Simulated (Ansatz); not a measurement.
# C on Pd(111): change of the work function

Wanted: Δφ(θ) for C/Pd(111), starting from the fcc site.

Program: Ansatz 0.2.0. Level of theory: plane-wave DFT, PBE, Ansatz PAW. Results are calculated unless marked as measured.

### Step 1. Starting point

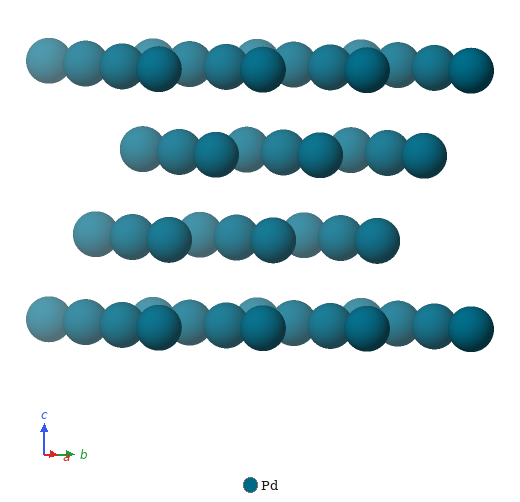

The starting structure, seen from the side, with the c axis up (palladium blue). 3×3×1 cells are drawn. Some periodic images of atoms are drawn too.

The cell holds 4 atoms: 4 Pd. Its edges and angles: a = 2.751 Å, b = 2.751 Å, c = 24.738 Å, α = 90.0°, β = 90.0°, γ = 60.0°. Vacuum lies along c.

### Step 2. The clean slab

The bare slab comes first, as the zero from which every change is counted. The two lowest layers are held at bulk places and the upper ones relax. The dipole correction removes the false field that a one-sided slab makes across the periodic vacuum, so each face gets a flat vacuum level of its own.

input.yaml reads:

```yaml
crystal:
  lattice:
    - [2.7506453788, 0.0, 0.0]
    - [1.3753226894, 2.3821287749, 0.0]
    - [0.0, 0.0, 24.7376776414]
  atoms:
    - { symbol: Pd, position: [0.0, 0.0, 0.3638174986] }
    - { symbol: Pd, position: [0.3333333333, 0.3333333333, 0.4546058329] }
    - { symbol: Pd, position: [0.6666666667, 0.6666666667, 0.5453941671] }
    - { symbol: Pd, position: [0.0, 0.0, 0.6361825014] }
kpoints:
  mp_grid: { grid: [12, 12, 1] }
hamiltonian:
  xc: pbe
scf:
  occupations: { method: fermi_dirac, width: 0.1 }
  convergence: { dr2_threshold: 1.0e-08 }
efield:
  axis: 3
  dipole_correction: true
  ramp_position: 0.97
  ramp_width: 0.06
relax:
  f_tol: 0.02
  max_steps: 60
  constraints: [{ sites: [0, 1] }]
output:
  write_potential: true
  write_density: true
  volumetric_format: npy
```

Launch:

```
ansatz run input.yaml --threads 4 --pin off --max-ram 16384MiB --backend cpu --events-out ev --progress --plain --runs-dir out
```

Numbers of over 12 decimals in the logs are rounded to 6 here.

Log:

```text
Engine: ansatz 0.2.0, aarch64-unknown-linux-gnu
Pseudopotentials: kind: paw
Pseudopotential: Pd, paw, valence charge 18, recommended cutoff 420 eV (normal), Pd.paw.azcp
Functional definition: PBE
  parameter kappa = 0.804
  parameter beta = 0.066725
  exchange = pbe_x(kappa = kappa, mu = beta*pi^2/3)
  correlation = pbe_c(beta = beta)
Crystal: 4 atoms, lattice volume = 162.091 Å³
Basis set: ecut = 420 eV, 3173 PW (Γ), exchange–correlation on 40×40×360 points (8 copies of the dense FFT grid, shifted against one another)
Bands: 44, of which v1, the nominal top of the filled ones, is band 36 counted from 1 (35 counted from 0)
Symmetry: 6 space group operations
k-points: 19 of 144 (time reversal used)
Non-local potential: Pd, projectors of the file, l = 0: 2, l = 1: 2, l = 2: 2, l = 3: 1
PAW form: soft (Blöchl's): semilocal exchange-correlation on the pseudo side does not see the compensation charge
PAW one-centre angular grid: Pd, 590 points (default); XC on 64 Gauss nodes
Initial density: superposition of atomic densities (neutral atoms: chi_scale 0, normalization atom), corrected by the library's trained network
Initial wavefunctions: pseudopotential atomic-orbital guess
Functional: x = pbe(κ = 0.804, μ = 0.219515), c = pbe(β = 0.066725)
SCF iter   1: F=—  HF=-27890.455168 eV  |F-HF|=—  |Δ(HF+E_count)|=         —  Δρ=1.07e-2  dr2=1.28e0  ethr=1.77e-3  p=0.000 e·Å  D=6.33e-14 V/Å  ΔV_dip=-0.00 eV  dr2_dipole=3.98e-8  V_vac-E_F(+/−)=4.91/4.91 eV  ⟨swp⟩=8.8  Hψ=3801  notcnv=0  defer=5
efield: sawtooth ramp at fractional position 0.9700 (set: `efield.ramp_position`, or a place that a band, a saddle search or an elastic batch's reference lends), width 0.0600; the density the first Hamiltonian is built on has a dipole p = 0.000 e·Å; the dipole correction subtracts the counter field D = 6.33e-14 V/Å, which shifts the + side's vacuum level by -0.00 eV against the − side's; the planar-averaged density in the ramp window peaks in size at 1.0e-5 e/Å³
preconditioner: auto → LDOS  [metal: Δε(μ)=0.013 eV  Ē_g=7.392 eV  σ=0.100 eV  W_gap=0.03  n_scr=18 (ndim 8)  ℏωp=18.4 eV  f_vac=0.591  D(μ)=8.60/eV (n_scr^D=102)  β→1.0]
SCF iter   2: F=—  HF=-27890.433596 eV  |F-HF|=—  |Δ(HF+E_count)|=   2.16e-2  Δρ=7.31e-3  dr2=1.75e-1  ethr=1.77e-3  p=0.000 e·Å  D=1.46e-6 V/Å  ΔV_dip=-0.00 eV  dr2_dipole=8.34e-8  V_vac-E_F(+/−)=5.24/5.24 eV  ⟨swp⟩=2.3  Hψ=1056  notcnv=0  defer=19
SCF iter   3: F=—  HF=-27890.425873 eV  |F-HF|=—  |Δ(HF+E_count)|=   7.72e-3  Δρ=2.98e-3  dr2=1.13e-1  ethr=2.44e-4  p=-0.000 e·Å  D=-3.12e-6 V/Å  ΔV_dip=0.00 eV  dr2_dipole=6.87e-8  V_vac-E_F(+/−)=5.17/5.17 eV  ⟨swp⟩=2.2  Hψ=1106  notcnv=0  defer=23
SCF iter   4: F=—  HF=-27890.422750 eV  |F-HF|=—  |Δ(HF+E_count)|=   3.12e-3  Δρ=6.69e-4  dr2=1.33e-3  ethr=1.57e-4  p=-0.000 e·Å  D=-9.11e-6 V/Å  ΔV_dip=0.00 eV  dr2_dipole=1.17e-8  V_vac-E_F(+/−)=5.25/5.25 eV  ⟨swp⟩=1.6  Hψ=832  notcnv=0  defer=23
SCF iter   5: F=—  HF=-27890.423193 eV  |F-HF|=—  |Δ(HF+E_count)|=   4.43e-4  Δρ=1.74e-4  dr2=5.12e-5  ethr=1.85e-6  p=-0.000 e·Å  D=-1.21e-6 V/Å  ΔV_dip=0.00 eV  dr2_dipole=2.43e-10  V_vac-E_F(+/−)=5.25/5.25 eV  ⟨swp⟩=2.1  Hψ=1258  notcnv=0  defer=23
SCF iter   6: F=—  HF=-27890.423233 eV  |F-HF|=—  |Δ(HF+E_count)|=   3.95e-5  Δρ=4.92e-5  dr2=8.06e-6  ethr=7.11e-8  p=-0.000 e·Å  D=-9.74e-7 V/Å  ΔV_dip=0.00 eV  dr2_dipole=6.60e-11  V_vac-E_F(+/−)=5.24/5.24 eV  ⟨swp⟩=2.5  Hψ=1397  notcnv=0  defer=23
SCF iter   7: F=—  HF=-27890.423234 eV  |F-HF|=—  |Δ(HF+E_count)|=   1.15e-6  Δρ=1.81e-5  dr2=4.03e-7  ethr=1.12e-8  p=-0.000 e·Å  D=-6.48e-7 V/Å  ΔV_dip=0.00 eV  dr2_dipole=1.00e-11  V_vac-E_F(+/−)=5.24/5.24 eV  ⟨swp⟩=3.2  Hψ=1510  notcnv=0  defer=20
SCF iter   8: F=—  HF=-27890.423235 eV  |F-HF|=—  |Δ(HF+E_count)|=   1.67e-6  Δρ=6.07e-6  dr2=5.44e-8  ethr=5.59e-10  p=-0.000 e·Å  D=-2.98e-7 V/Å  ΔV_dip=0.00 eV  dr2_dipole=2.98e-13  V_vac-E_F(+/−)=5.24/5.24 eV  ⟨swp⟩=2.6  Hψ=1458  notcnv=0  defer=20
SCF iter   9: F=-27890.423236 eV  HF=-27890.423236 eV  |F-HF|=1.10e-8  |Δ(HF+E_count)|=   2.61e-7  Δρ=1.39e-6  dr2=5.24e-9  ethr=1.39e-11  p=-0.000 e·Å  D=-1.17e-7 V/Å  ΔV_dip=0.00 eV  dr2_dipole=1.01e-13  V_vac-E_F(+/−)=5.24/5.24 eV  ⟨swp⟩=9.9  Hψ=5869  notcnv=0
SCF 1 converged in 9 iterations: F = -27890.423236 eV  dr2 = 5.24e-9
  greatest PAW one-centre occupation: 0.999 electrons in one spin orbital (limit 2), on the Pd atom at site 3 (counted from 0), in its partial waves of l = 0
relax step   1: F+E_penalty+E_count = -27890.42323570 eV  Δ(F+E_penalty+E_count) = +0.000e0 eV  max|allowed force component| = 3.166e-1 eV/Å  Δτ_max = 0.0000 Å  (9 SCF iters, accepted)
Initial density: handed on by an earlier stage of this run
Initial wavefunctions: those handed on with the density
iter 1 solved again at ethr=2.12e-4 eV; its pass at ethr=3.10e-3 eV (dr2=1.53e-1 eV) is discarded
SCF iter   1: F=—  HF=-27890.473008 eV  |F-HF|=—  |Δ(HF+E_count)|=         —  Δρ=1.03e-2  dr2=1.69e-1  ethr=2.12e-4  p=-0.000 e·Å  D=-1.13e-6 V/Å  ΔV_dip=0.00 eV  dr2_dipole=2.24e-3  V_vac-E_F(+/−)=5.27/5.27 eV  ⟨swp⟩=1.9  Hψ=3276  notcnv=0  defer=23
efield: sawtooth ramp at fractional position 0.9700 (set: `efield.ramp_position`, or a place that a band, a saddle search or an elastic batch's reference lends), width 0.0600; the density the first Hamiltonian is built on has a dipole p = -0.000 e·Å; the dipole correction subtracts the counter field D = -1.13e-6 V/Å, which shifts the + side's vacuum level by +0.00 eV against the − side's; the planar-averaged density in the ramp window peaks in size at 5.9e-6 e/Å³
preconditioner: auto → LDOS  [metal: Δε(μ)=0.027 eV  Ē_g=7.480 eV  σ=0.100 eV  W_gap=0.07  n_scr=18 (ndim 8)  ℏωp=18.4 eV  f_vac=0.586  D(μ)=8.63/eV (n_scr^D=102)  β→1.0]
SCF iter   2: F=—  HF=-27890.485252 eV  |F-HF|=—  |Δ(HF+E_count)|=   1.22e-2  Δρ=8.04e-3  dr2=2.31e-1  ethr=2.12e-4  p=0.009 e·Å  D=1.02e-2 V/Å  ΔV_dip=-0.25 eV  dr2_dipole=2.06e-2  V_vac-E_F(+/−)=5.00/5.25 eV  ⟨swp⟩=3.1  Hψ=1628  notcnv=0  defer=23
SCF iter   3: F=—  HF=-27890.436922 eV  |F-HF|=—  |Δ(HF+E_count)|=   4.83e-2  Δρ=1.43e-3  dr2=7.38e-3  ethr=2.12e-4  p=-0.000 e·Å  D=-2.15e-5 V/Å  ΔV_dip=0.00 eV  dr2_dipole=1.42e-3  V_vac-E_F(+/−)=5.26/5.25 eV  ⟨swp⟩=2.2  Hψ=1432  notcnv=0  defer=23
SCF iter   4: F=—  HF=-27890.436362 eV  |F-HF|=—  |Δ(HF+E_count)|=   5.60e-4  Δρ=7.26e-4  dr2=1.35e-3  ethr=1.03e-5  p=-0.000 e·Å  D=-2.56e-4 V/Å  ΔV_dip=0.01 eV  dr2_dipole=1.69e-4  V_vac-E_F(+/−)=5.26/5.25 eV  ⟨swp⟩=2.6  Hψ=1517  notcnv=0  defer=23
[...]
SCF iter   9: F=—  HF=-27890.436094 eV  |F-HF|=—  |Δ(HF+E_count)|=   1.66e-6  Δρ=6.83e-6  dr2=2.04e-7  ethr=3.69e-9  p=-0.001 e·Å  D=-1.18e-3 V/Å  ΔV_dip=0.03 eV  dr2_dipole=1.91e-9  V_vac-E_F(+/−)=5.28/5.25 eV  ⟨swp⟩=1.6  Hψ=936  notcnv=0  defer=23
SCF iter  10: F=—  HF=-27890.436094 eV  |F-HF|=—  |Δ(HF+E_count)|=   1.41e-7  Δρ=2.36e-6  dr2=2.45e-8  ethr=2.83e-10  p=-0.001 e·Å  D=-1.18e-3 V/Å  ΔV_dip=0.03 eV  dr2_dipole=5.00e-10  V_vac-E_F(+/−)=5.28/5.25 eV  ⟨swp⟩=1.9  Hψ=1008  notcnv=0  defer=23
SCF iter  11: F=-27890.436094 eV  HF=-27890.436094 eV  |F-HF|=3.60e-9  |Δ(HF+E_count)|=   2.10e-8  Δρ=9.21e-7  dr2=4.42e-9  ethr=1.39e-11  p=-0.001 e·Å  D=-1.17e-3 V/Å  ΔV_dip=0.03 eV  dr2_dipole=6.45e-12  V_vac-E_F(+/−)=5.28/5.25 eV  ⟨swp⟩=9.1  Hψ=5455  notcnv=0
SCF 2 converged in 11 iterations: F = -27890.436094 eV  dr2 = 4.42e-9
  greatest PAW one-centre occupation: 0.999 electrons in one spin orbital (limit 2), on the Pd atom at site 0 (counted from 0), in its partial waves of l = 0
relax step   2: F+E_penalty+E_count = -27890.43609399 eV  Δ(F+E_penalty+E_count) = -1.286e-2 eV  max|allowed force component| = 1.195e-1 eV/Å  Δτ_max = 0.1491 Å  (11 SCF iters, accepted)
SCF iter   1: F=—  HF=-27890.441862 eV  |F-HF|=—  |Δ(HF+E_count)|=         —  Δρ=3.46e-3  dr2=5.32e-2  ethr=1.86e-4  p=-0.001 e·Å  D=-1.17e-3 V/Å  ΔV_dip=0.03 eV  dr2_dipole=1.25e-2  V_vac-E_F(+/−)=5.27/5.24 eV  ⟨swp⟩=3.7  Hψ=1882  notcnv=0  defer=23
efield: sawtooth ramp at fractional position 0.9700 (set: `efield.ramp_position`, or a place that a band, a saddle search or an elastic batch's reference lends), width 0.0600; the density the first Hamiltonian is built on has a dipole p = -0.001 e·Å; the dipole correction subtracts the counter field D = -1.17e-3 V/Å, which shifts the + side's vacuum level by +0.03 eV against the − side's; the planar-averaged density in the ramp window peaks in size at 4.1e-6 e/Å³
preconditioner: auto → LDOS  [metal: Δε(μ)=0.005 eV  Ē_g=7.445 eV  σ=0.100 eV  W_gap=0.01  n_scr=18 (ndim 8)  ℏωp=18.4 eV  f_vac=0.586  D(μ)=8.75/eV (n_scr^D=102)  β→1.0]
SCF iter   2: F=—  HF=-27890.442574 eV  |F-HF|=—  |Δ(HF+E_count)|=   7.12e-4  Δρ=2.46e-3  dr2=2.49e-2  ethr=7.39e-5  p=-0.004 e·Å  D=-4.16e-3 V/Å  ΔV_dip=0.10 eV  dr2_dipole=3.71e-3  V_vac-E_F(+/−)=5.35/5.25 eV  ⟨swp⟩=2.0  Hψ=1476  notcnv=0  defer=23
SCF iter   3: F=—  HF=-27890.438246 eV  |F-HF|=—  |Δ(HF+E_count)|=   4.33e-3  Δρ=5.40e-4  dr2=2.62e-3  ethr=3.45e-5  p=-0.001 e·Å  D=-7.90e-4 V/Å  ΔV_dip=0.02 eV  dr2_dipole=6.99e-4  V_vac-E_F(+/−)=5.27/5.25 eV  ⟨swp⟩=2.0  Hψ=1237  notcnv=0  defer=23
SCF iter   4: F=—  HF=-27890.438154 eV  |F-HF|=—  |Δ(HF+E_count)|=   9.19e-5  Δρ=2.67e-4  dr2=2.39e-4  ethr=3.64e-6  p=-0.001 e·Å  D=-8.37e-4 V/Å  ΔV_dip=0.02 eV  dr2_dipole=2.30e-5  V_vac-E_F(+/−)=5.27/5.25 eV  ⟨swp⟩=2.1  Hψ=1201  notcnv=0  defer=23
SCF iter   5: F=—  HF=-27890.438115 eV  |F-HF|=—  |Δ(HF+E_count)|=   3.93e-5  Δρ=6.91e-5  dr2=2.80e-5  ethr=3.32e-7  p=-0.001 e·Å  D=-7.61e-4 V/Å  ΔV_dip=0.02 eV  dr2_dipole=4.25e-6  V_vac-E_F(+/−)=5.27/5.25 eV  ⟨swp⟩=2.0  Hψ=1164  notcnv=0  defer=23
SCF iter   6: F=—  HF=-27890.438114 eV  |F-HF|=—  |Δ(HF+E_count)|=   9.50e-7  Δρ=3.89e-5  dr2=5.54e-6  ethr=3.89e-8  p=-0.001 e·Å  D=-7.43e-4 V/Å  ΔV_dip=0.02 eV  dr2_dipole=8.65e-8  V_vac-E_F(+/−)=5.27/5.25 eV  ⟨swp⟩=2.1  Hψ=1071  notcnv=0  defer=23
SCF iter   7: F=—  HF=-27890.438111 eV  |F-HF|=—  |Δ(HF+E_count)|=   3.36e-6  Δρ=2.05e-5  dr2=2.14e-6  ethr=7.70e-9  p=-0.001 e·Å  D=-7.64e-4 V/Å  ΔV_dip=0.02 eV  dr2_dipole=1.72e-12  V_vac-E_F(+/−)=5.27/5.25 eV  ⟨swp⟩=1.5  Hψ=905  notcnv=0  defer=23
SCF iter   8: F=—  HF=-27890.438111 eV  |F-HF|=—  |Δ(HF+E_count)|=   1.22e-7  Δρ=8.82e-6  dr2=3.83e-7  ethr=2.97e-9  p=-0.001 e·Å  D=-7.82e-4 V/Å  ΔV_dip=0.02 eV  dr2_dipole=8.94e-11  V_vac-E_F(+/−)=5.27/5.25 eV  ⟨swp⟩=1.6  Hψ=876  notcnv=0  defer=23
SCF iter   9: F=—  HF=-27890.438111 eV  |F-HF|=—  |Δ(HF+E_count)|=   1.20e-7  Δρ=2.88e-6  dr2=3.25e-8  ethr=5.32e-10  p=-0.001 e·Å  D=-7.82e-4 V/Å  ΔV_dip=0.02 eV  dr2_dipole=1.32e-10  V_vac-E_F(+/−)=5.27/5.25 eV  ⟨swp⟩=1.4  Hψ=891  notcnv=0  defer=23
SCF iter  10: F=-27890.438111 eV  HF=-27890.438111 eV  |F-HF|=9.09e-9  |Δ(HF+E_count)|=   6.31e-8  Δρ=1.12e-6  dr2=4.80e-9  ethr=1.39e-11  p=-0.001 e·Å  D=-7.77e-4 V/Å  ΔV_dip=0.02 eV  dr2_dipole=2.32e-11  V_vac-E_F(+/−)=5.27/5.25 eV  ⟨swp⟩=9.2  Hψ=5451  notcnv=0
SCF 3 converged in 10 iterations: F = -27890.438111 eV  dr2 = 4.80e-9
relax step   3: F+E_penalty+E_count = -27890.43811104 eV  Δ(F+E_penalty+E_count) = -2.017e-3 eV  max|allowed force component| = 1.002e-2 eV/Å  Δτ_max = 0.0431 Å  (10 SCF iters, accepted)
NSCF: frozen V_eff on 19 k-points
the band table was solved once a step of the walk had ended and its energy, with any forces and stress, was formed, with the checks that follow a solve (4651 applications of the Hamiltonian). They found nothing against the state; the energy, forces and stress were not computed again (output.eigenvalues in the input reference)
WARN: The input density's exchange-correlation potential varies sharply where the density is thin. Do not read a vacuum level from v_tot or v_xc, or from such a field of the output density. On a cell that repeats whose density bears no net charge and no dipole along the vacuum's axis use v_es (v_loc + v_h of the components); under efield.dipole_correction with no amplitude use v_es + v_field, which holds any external [...]
SCF converged after 10 iterations
Free energy (F): -27890.438111 eV
Harris-Foulkes:  -27890.438111 eV  (|F-HF|=9.09e-9)
Internal energy: -27890.160758 eV  (E = F + TS)
E sigma→0 (E₀):  -27890.299434 eV
Entropy (-TS):   -0.277353 eV (-69.338 meV/atom)
Fermi energy:    3.865219 eV
Dipole field:    D = -0.000784 V/Å  (p = -0.000703 e·Å, saw-weighted, corrected)
Work function:   Φ+ = 5.2682 eV   Φ− = 5.2488 eV
Levels:          The Fermi level and band energies are counted from a zero that moves with the ramp; work functions are not
--- Per-component energies (eV) ---
  E_band       = -1676.700701
  E_kinetic    = 2053.458324
  E_local      = -127765.328557  (includes V_loc(G=0)·N_el)
  E_nonlocal   = 869.748791
  E_hartree    = 62664.014762
  E_xc         = -672.789627
  E_vxc        = -843.766960  (∫ρ·V_xc dr)
  E_paw        = -15001.631602  (= ΣΔE_a)
  E_vpaw       = -1318.850886  (= ΣTr[D̂ρ^β])
  E_aug_tail   = 0.000881  (compensation charges beyond the density's cutoff)
  E_efield     = 0.000000  (sawtooth field / dipole correction)
  E_vefield    = 0.002175  (∫n·V_field dr)
  E_ewald      = 49962.366270
  E_smearing   = -0.277353  (= −TS)
  E_closure    = -0.000000  (closes the sum)
  Σ components = -27890.438111   (vs F -27890.438111, Δ=0.00e0)
--- Forces (eV/Å), atoms counted from 1 ---
  atom   1  Pd     0.00000000    -0.00000000    -0.31322260
  atom   2  Pd    -0.00000000    -0.00000000     0.30972277
  atom   3  Pd     0.00000000     0.00000000    -0.00649868
  atom   4  Pd     0.00000000     0.00000000     0.01001665
  max |Σ_I F_I| component: 1.81e-5 eV/Å
--- Band table (eV; the first three rows and the last of 19) ---
  k-point 0: bands = [... 32 lower, 2.6989, 2.9476, 2.9476, 3.4679, 3.4679, 3.7710, 3.7710, 4.2819, ... 4 higher]
  k-point 1: bands = [... 32 lower, 2.6192, 2.9508, 2.9602, 3.1225, 3.4642, 3.5262, 3.7785, 4.8762, ... 4 higher]
  k-point 2: bands = [... 32 lower, 2.5130, 2.5291, 2.9094, 2.9320, 3.4494, 3.7948, 4.0102, 5.8227, ... 4 higher]
  k-point 18: bands = [... 32 lower, 3.3435, 3.5770, 3.6104, 3.6222, 10.1875, 10.3728, 10.3815, 11.0947, ... 4 higher]
--- Relaxed structure (3 steps of the walk, 3 accepted, 0 SCFs on fresh bases) ---
  F+E_penalty+E_count = -27890.43811104 eV   max|allowed force component| = 1.002e-2 eV/Å
  atoms:
    - { symbol: Pd, position: [0.0, 0.0, 0.3638174986] }
    - { symbol: Pd, position: [0.333333, 0.333333, 0.454606] }
    - { symbol: Pd, position: [0.666667, 0.666667, 0.547339] }
    - { symbol: Pd, position: [0, 0, 0.640465] }
```

It took 13 s on 4 threads of Arm Neoverse V1, shared host; peak memory 0.49 GiB.

The steps of the relaxation:

| step | energy less that of the first step (eV) | largest force component (eV/Å) |
| --- | --- | --- |
| 1 | 0.0000 | 0.3166 |
| 2 | -0.0129 | 0.1195 |
| 3 | -0.0149 | 0.0100 |

Forces are held to the 6 operations that the run works with; a distortion that breaks them can't arise in this run.

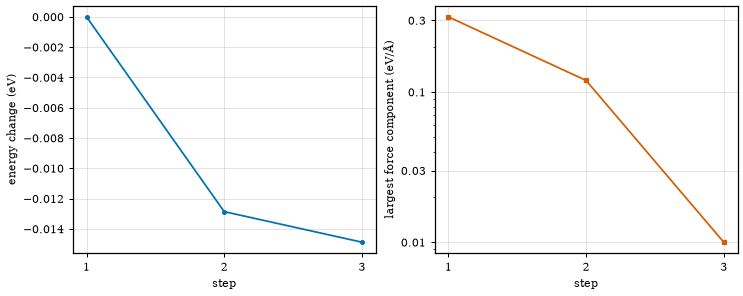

Energy and largest force along the relaxation.

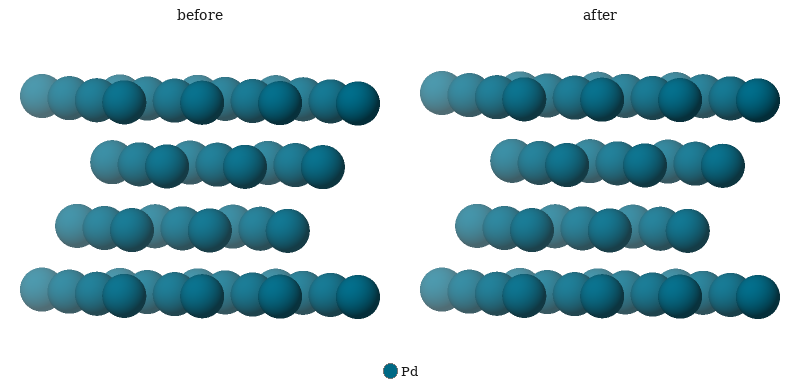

Before and after, at one scale.

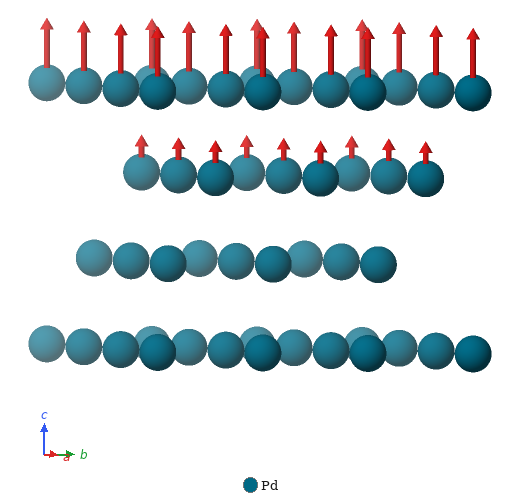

Displacements in the relaxation, exaggerated; the longest in the cell stands for 0.11 Å. 3×3×1 cells are drawn. Some periodic images of atoms are drawn too.

The atoms that moved most (Å):

| atom | dx | dy | dz | length |
| --- | --- | --- | --- | --- |
| Pd4 | 0.000 | 0.000 | 0.106 | 0.106 |
| Pd3 | 0.000 | 0.000 | 0.048 | 0.048 |

The relaxed structure:

```xyz
4
Lattice="2.7506 0.0000 0.0000 1.3753 2.3821 0.0000 0.0000 0.0000 24.7377" Properties=species:S:1:pos:R:3
Pd    0.0000    0.0000    9.0000
Pd    1.3753    0.7940   11.2459
Pd    2.7506    1.5881   13.5399
Pd    0.0000    0.0000   15.8436
```

This step gave:

```yaml
energy_at_zero_smearing: -27890.2994 eV
work_function_upper_face: 5.268 eV
dipole_along_the_normal: -7.03e-4 e·Å
```

Running mean over 2.246 Å of the planar mean; the ramp of the sawtooth is left out. Electron's electrostatic potential energy less the Fermi level against z:

| z (Å) | electron's electrostatic potential energy less the Fermi level (eV) |
| --- | --- |
| 4 | 5.25 |
| 5 | 5.25 |
| 6 | 5.19 |
| 7 | 4.40 |
| 8 | -3.11 |
| 9 | -8.25 |
| 10 | -8.48 |
| 11 | -8.56 |
| 12 | -8.24 |
| 13 | -8.35 |
| 14 | -8.28 |
| 15 | -7.94 |
| 16 | -8.01 |
| 17 | -1.45 |
| 18 | 4.73 |
| 19 | 5.23 |
| 20 | 5.27 |
| 21 | 5.27 |

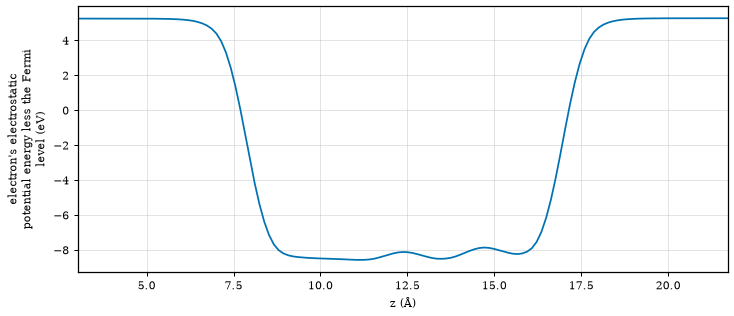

Electron's electrostatic potential energy less the Fermi level against z.

The relaxation took 3 steps and lowered the energy by 0.015 eV; the largest force on the free atoms ends at 0.010 eV/Å.

The work function of the upper face is 5.27 eV.

[end of part 1 of 4]

[Logs are printed without paths, hosts, clocks, repeated set-up lines and the standing remarks that a program may print on its own settings, such as how far it seeks lower states.]

[Hosts, paths, dates, database ids (printed as entryN), source tags and the programs' standing remarks are cut or masked in the printed files.]

[Maps of the electrostatic potential energy from Ansatz leave out the sawtooth potential of an applied field or a dipole correction, so their vacuum need not be flat; planar profiles and work functions include it.]
